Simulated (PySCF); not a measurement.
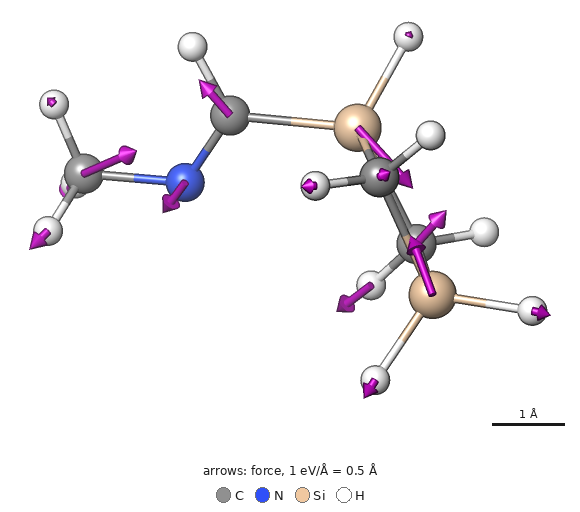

Starting geometry of C₄H₁₁NSi₂ with the computed forces as purple arrows. Style: ball-and-stick. Shown at a tilt.

The start comes from GFN2-xTB. Its atoms were then displaced at random by about 0.01 Å.

Theory: PBE0-D3(BJ)/def2-SVP geometry optimisation, gas phase in PySCF 2.14.0, density-fitted response routines. 

> What follows when this structure is relaxed?

It isn't relaxed: the largest force vector, on C atoms, is 2.37 eV/Å. The final displacements have little in common with the starting forces (cosine between the two patterns 0.25). The atom that moves furthest after the best rigid fit is an H atom (0.18 Å). Largest moves by element: H 0.18 Å, Si 0.12 Å, C 0.11 Å, N 0.08 Å. Among the contacts that change: C–Si 1.837 → 1.892 Å, C–Si 1.945 → 1.893 Å, C–H 1.059 → 1.103 Å, H–Si 1.461 → 1.496 Å. Bond angles that change, for instance: Si–C–Si 92.4° → 87.2°, C–Si–C 87.5° → 92.6°, C–Si–C 88.0° → 92.3°. Over 7 geometry steps the energy falls by 26.8 kJ/mol.
